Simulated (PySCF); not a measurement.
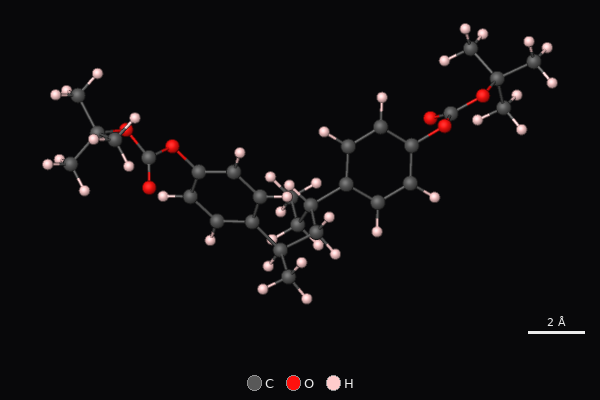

*The input geometry (ball-and-stick view, seen at a tilt).*

## C$_{28}$H$_{38}$O$_{6}$: excited-state calculation

System: C$_{28}$H$_{38}$O$_{6}$.
Method: TDA PBE0/def2-SVP, vertical, gas phase, core orbitals frozen in the response, virtual orbitals cut by energy (PySCF 2.14.0).

The geometry comes from this level: GFN2-xTB.

What the program printed:
```
start: PBE on a coarse grid of 56812 points
cycle   1  E = -1537.1439883155  dE =  4.564e+00  |g| = 1.810e+00  |ddm| = 1.008e+01
cycle   2  E = -1535.2338934449  dE =  1.910e+00  |g| = 3.523e+00  |ddm| = 5.132e+00
cycle   3  E = -1537.6524425161  dE = -2.419e+00  |g| = 9.910e-01  |ddm| = 3.880e+00
cycle   4  E = -1537.8599735798  dE = -2.075e-01  |g| = 2.088e-01  |ddm| = 1.134e+00
cycle   5  E = -1537.8661403869  dE = -6.167e-03  |g| = 1.058e-01  |ddm| = 2.537e-01
cycle   6  E = -1537.8684505408  dE = -2.310e-03  |g| = 2.942e-02  |ddm| = 1.382e-01
cycle   7  E = -1537.8686283135  dE = -1.778e-04  |g| = 1.675e-02  |ddm| = 5.637e-02
cycle   8  E = -1537.8686997331  dE = -7.142e-05  |g| = 3.261e-03  |ddm| = 2.182e-02
final grid: 243541 points
cycle   9  E = -1538.3887283663  dE = -1.715e-02  |g| = 1.025e-01  |ddm| = 1.424e+00
cycle  10  E = -1538.3874103298  dE =  1.318e-03  |g| = 1.335e-01  |ddm| = 2.111e-01
cycle  11  E = -1538.3909011562  dE = -3.491e-03  |g| = 1.617e-02  |ddm| = 1.140e-01
cycle  12  E = -1538.3909419958  dE = -4.084e-05  |g| = 6.416e-03  |ddm| = 1.876e-02
cycle  13  E = -1538.3909496429  dE = -7.647e-06  |g| = 2.050e-03  |ddm| = 7.333e-03
cycle  14  E = -1538.3909511860  dE = -1.543e-06  |g| = 4.026e-04  |ddm| = 2.686e-03
cycle  15  E = -1538.3909516539  dE = -4.679e-07  |g| = 1.281e-04  |ddm| = 6.960e-04
cycle  16  E = -1538.3909528781  dE = -1.224e-06  |g| = 4.583e-05  |ddm| = 2.407e-04
converged SCF energy = -1538.3909528781

Static polarisability (au): isotropic 312.287, principal 245.853 295.595 395.413

Singlet excitations
state   eV       nm        f      main configurations
  1   5.4977    225.5   0.00400   H->L 0.27, H-3->L+2 0.19, H-1->L 0.19
  2   5.5090    225.1   0.00684   H->L+1 0.40, H-2->L+3 0.20, H-1->L 0.15
  3   6.0201    206.0   0.00537   H->L 0.63, H-1->L 0.28
  4   6.1801    200.6   0.07401   H->L+2 0.82
  5   6.2176    199.4   0.00452   H-1->L+1 0.66, H->L+1 0.20
  6   6.3273    196.0   0.10484   H->L+3 0.60, H-1->L+2 0.15

Triplet excitations (Tamm-Dancoff, eV): 4.1185 4.1232
```

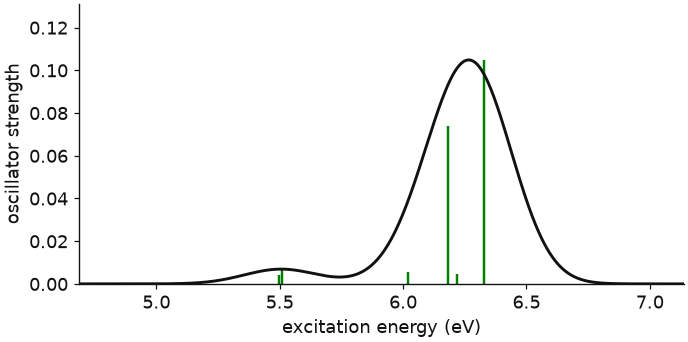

*Computed excitations as sticks (degenerate states added up, dark ones marked on the axis), with a Gaussian envelope of 0.35 eV full width at half maximum, scaled to the tallest.*

Of the 6 states the lowest lies at 5.50 eV (f = 0.004); the strongest line is at 6.33 eV, or 196 nm (f = 0.105).

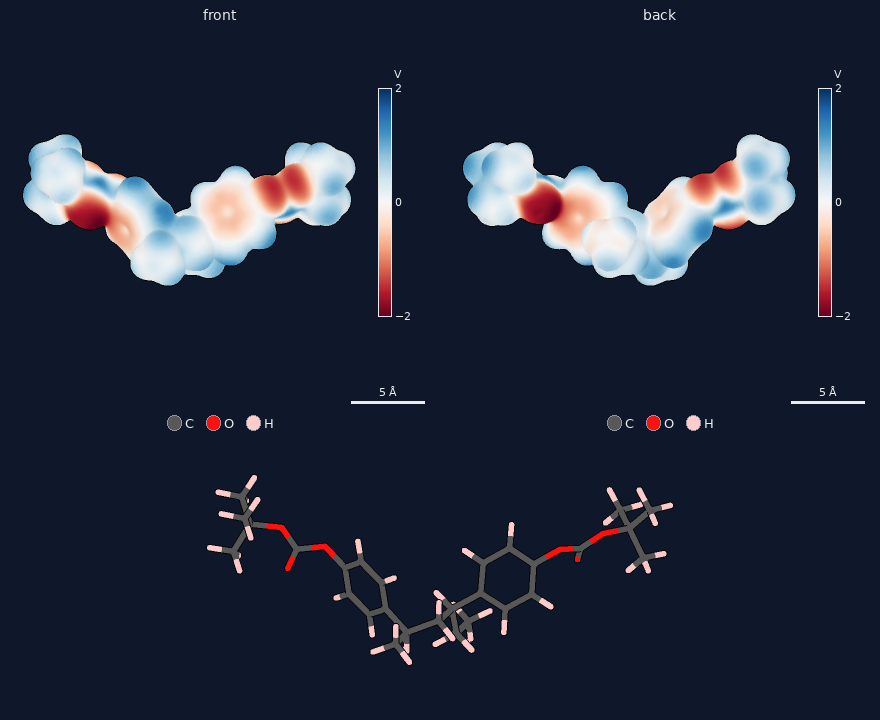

*The molecular electrostatic potential painted on the density surface at 0.004 e/bohr³, seen at a tilt and from behind; red is negative and blue positive. The bare structure is drawn below in the same view.*

Its dipole moment is 0.28 D.

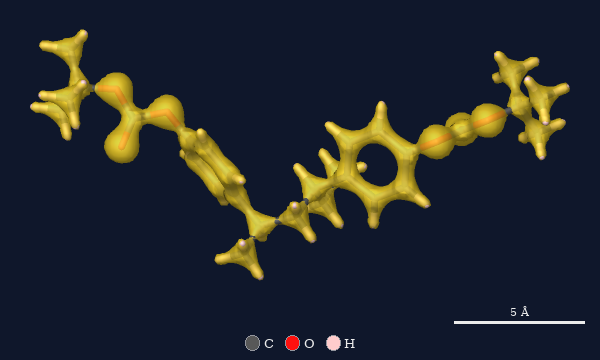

*Isosurface of the electron density at 1.5 e/Å³ (yellow), seen at a tilt.*

At this value the surface is in one piece. On the grid the lowest density along these lines, outside the cores, is 2.8 e/Å³ (C–O, 1.20 Å), 2.1 e/Å³ (C–C, 1.38 Å), 1.9 e/Å³ (C–H, 1.08 Å) and 2.1 e/Å³ (C–O, 1.32 Å).

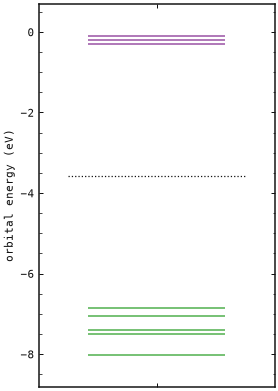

*Orbital energies near the frontier; the dotted line parts filled from empty levels, and levels within 0.02 eV of each other stand side by side.*

Highest filled −6.86 eV, lowest empty −0.30 eV, 6.56 eV apart.

This output came from the following input.

Input file:
```
{"job": {"kind": "uv", "basis": "def2-SVP", "grid": 1, "kgrid": 0, "vcut": 1.5, "nstates": 6, "ntriplets": 2, "tda": true, "delta": [], "pop": true, "xc": "PBE0"}, "charge": 0, "multiplicity": 1}
C     -1.120223    -3.233403    -0.960517
C     -0.666601    -2.279966    -2.058825
C     -0.584182    -0.832282    -1.556889
C     -0.076382     0.137795    -2.637372
C      1.383705    -0.097013    -3.048378
C      1.800218     0.897870    -4.136420
C      2.333358     0.006045    -1.880696
C      2.428121     1.172554    -1.130252
C      3.342140     1.286503    -0.099938
C      4.176613     0.220572     0.195309
O      5.079477     0.321741     1.258853
C      6.324872     0.721559     0.957384
O      6.702994     1.006703    -0.143612
O      7.014578     0.735752     2.085516
C      8.406737     1.149610     2.099915
C      8.526722     2.601329     1.638622
C      9.245080     0.219034     1.225116
C      8.810200     1.015711     3.568270
C      4.096151    -0.953175    -0.534429
C      3.175982    -1.051423    -1.562642
C     -1.930226    -0.364910    -1.057128
C     -3.046930    -0.371075    -1.885839
C     -4.281188     0.049040    -1.426928
C     -4.406980     0.495399    -0.121785
O     -5.641394     0.959996     0.344687
C     -6.480510     0.033749     0.832310
O     -6.243697    -1.140154     0.885516
O     -7.574538     0.662749     1.226647
C     -8.675518    -0.073146     1.822549
C     -9.711395     1.009002     2.126953
C     -8.215135    -0.755895     3.109676
C     -9.231826    -1.087184     0.824193
C     -3.309263     0.511733     0.721589
C     -2.081792     0.084534     0.248368
H     -2.118956    -2.977407    -0.615782
H     -0.441932    -3.183183    -0.111771
H     -1.134252    -4.256690    -1.328207
H     -1.358194    -2.340210    -2.900673
H      0.316645    -2.593211    -2.410855
H      0.122677    -0.803662    -0.720340
H     -0.705803     0.052891    -3.525149
H     -0.180695     1.156188    -2.257384
H      1.468275    -1.102641    -3.470600
H      1.180387     0.772701    -5.020911
H      1.699085     1.922134    -3.787591
H      2.838729     0.733324    -4.414117
H      1.787960     2.011493    -1.356083
H      3.419022     2.196627     0.474926
H      9.555047     2.934276     1.747439
H      8.234095     2.693489     0.596165
H      7.884480     3.238912     2.242541
H      8.953051     0.312134     0.182838
H     10.295481     0.478174     1.321999
H      9.106861    -0.813341     1.538755
H      8.684673    -0.012550     3.896074
H      8.182716     1.652233     4.186045
H      9.848591     1.306551     3.695664
H      4.752920    -1.776164    -0.297364
H      3.121911    -1.966590    -2.134401
H     -2.960536    -0.717707    -2.904179
H     -5.147661     0.031673    -2.070355
H     -9.290975     1.744015     2.807997
H    -10.591596     0.563597     2.580854
H     -9.999572     1.515693     1.209842
H     -7.778376    -0.023145     3.784887
H     -7.472608    -1.518185     2.890270
H     -9.065617    -1.221962     3.598881
H    -10.114704    -1.562688     1.241738
H     -8.489632    -1.850064     0.605458
H     -9.505680    -0.586347    -0.101985
H     -3.424740     0.854262     1.738496
H     -1.228476     0.091946     0.910708
```

The first line tells a small driver script what to run in PySCF; the rest is the geometry in Å.

Run as:
```bash
OMP_NUM_THREADS=2 python <driver script> task.json out
```

Key numbers:

| quantity | value |
| --- | --- |
| outcome | converged |
| total energy | −1538.390953 hartree |
| HOMO | −6.86 eV |
| LUMO | −0.30 eV |
| dipole moment | 0.28 D |
| mean polarisability | 312.29 a.u. |
| lowest singlet excitation | 5.50 eV |
| hardware | 2 CPU threads, shared host |
| wall time | 4.2 min (CPU time 8.1 min) |
| peak memory | 1.9 GiB |
